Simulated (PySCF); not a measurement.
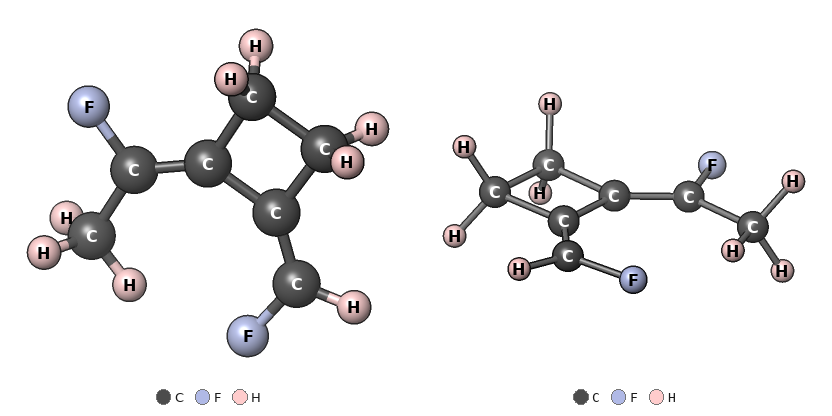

The same structure drawn twice, from different directions.

The computed structure is the end point of a GFN2-xTB optimisation. No frequency run is at hand to confirm it as a minimum.

What is the molecular formula?

Answer. C₇H₈F₂, 17 atoms: 7 carbon, 8 hydrogen and 2 fluorine.

How many bonds of each kind are drawn?

Answer. 8 C–H, 7 C–C, 2 C–F.

Does it have rings?

Answer. Independent rings (smallest set): 1 of 4 members.

Write the SMILES.

Answer. C/C(F)=C1/CC/C1=C/F

Name some functional groups or characteristic bonds that it holds.

Answer. Among them: alkene, C–F bond.

The parts below concern this one geometry. Atoms keep their numbers from picture to picture.

## Geometry

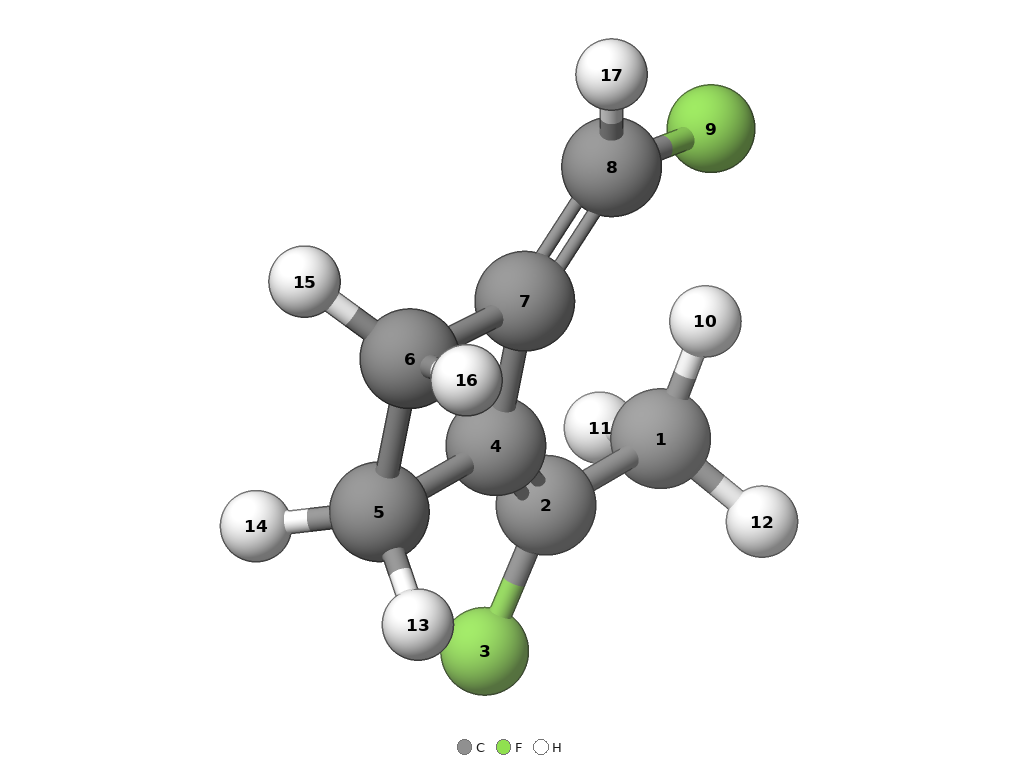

The atoms are numbered. No frequency run is at hand to confirm it as a minimum.

Give these bond angles: C1–C2–C4, C2–C1–H10, C2–C1–H12, C2–C4–C7, F3–C2–C4, C4–C5–H13, C4–C7–C8, C6–C5–H13, C7–C6–H15, C7–C8–F9, C7–C8–H17, F9–C8–H17.

```
    angle  degrees
 C1–C2–C4    130.7
C2–C1–H10    111.1
C2–C1–H12    109.6
 C2–C4–C7    137.1
 F3–C2–C4    116.8
C4–C5–H13    114.3
 C4–C7–C8    138.8
C6–C5–H13    115.1
C7–C6–H15    114.3
 C7–C8–F9    124.1
C7–C8–H17    124.1
F9–C8–H17    111.8
```

## NMR shielding

The questions are on isotropic NMR shieldings of the H atoms. No frequency run is at hand to confirm it as a minimum. Level of theory: GIAO PBE0/pcSseg-1 NMR shielding, non-relativistic, gas phase (PySCF 2.14.0).

List the isotropic NMR shieldings of the H atoms.

```tsv
atom	σ (ppm)
H10	28.83
H11	29.64
H12	29.62
H13	29.01
H14	29.01
H15	29.21
H16	29.21
H17	24.98
```

## Electronic properties

No frequency run is at hand to confirm it as a minimum. Properties computed with PBE0/pcSseg-1, gas phase (PySCF 2.14.0).

Computed properties:

- dipole moment: 1.43 D
- HOMO energy (Kohn–Sham orbital): −6.24 eV
- LUMO energy (Kohn–Sham orbital): −0.82 eV
- HOMO–LUMO gap: 5.43 eV

## Charges

The questions are on Hirshfeld charges. No frequency run is at hand to confirm it as a minimum. Level of theory: PBE0/pcSseg-1, gas phase (PySCF 2.14.0).

Which atom carries the highest charge (most positive or least negative)?

Answer. C2 (0.09 e).

And the lowest?

Answer. C1 (−0.12 e).

Give the Hirshfeld charges atom by atom.

```
atom  value (e)
  C1      −0.12
  C2       0.09
  F3      −0.09
  C4      −0.04
  C5      −0.07
  C6      −0.07
  C7      −0.03
  C8       0.02
  F9      −0.08
 H10       0.04
 H11       0.05
 H12       0.05
 H13       0.04
 H14       0.04
 H15       0.05
 H16       0.05
 H17       0.06
```
